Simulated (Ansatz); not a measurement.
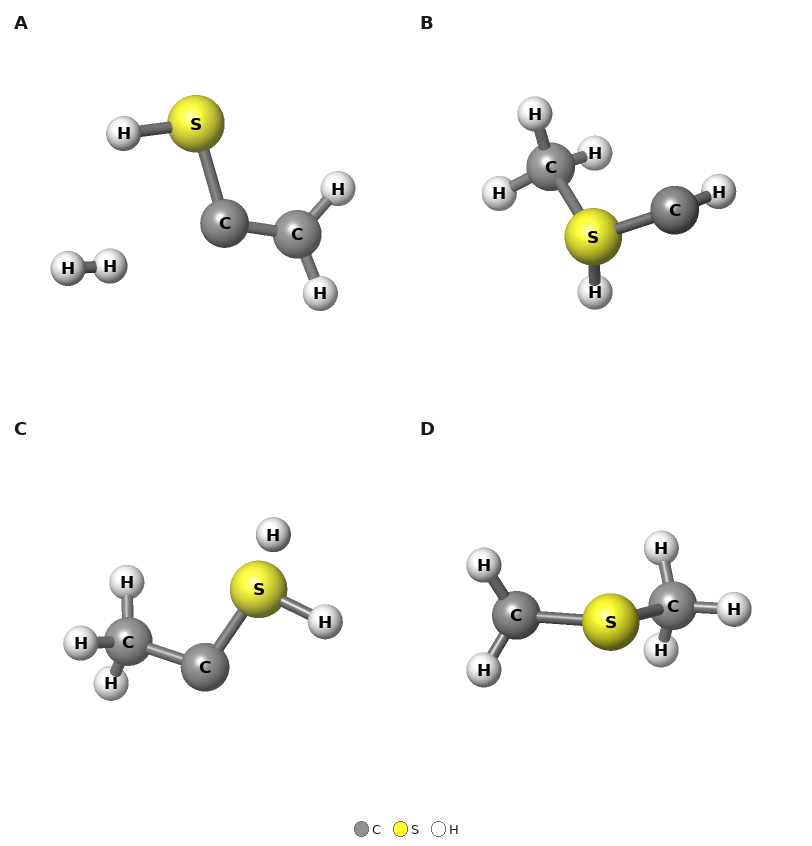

4 stationary structures of one formula. The species has charge −1 and is a spin singlet. Geometries: PBE0-D4/def2-TZVPD. Electronic energies: RHF-CCSD(T) (frozen core)/def2-TZVPPD (Ansatz 0.2.0), without zero-point energy. No frequency run is at hand to confirm each as a minimum. Each is one conformer, not always the lowest.

Question: Which structure is the most stable?

Answer: D is lowest (Cs); A lies 24.4 kcal/mol above it (Cs), B lies 61.3 kcal/mol above it (C1), C lies 70.5 kcal/mol above it (C1).
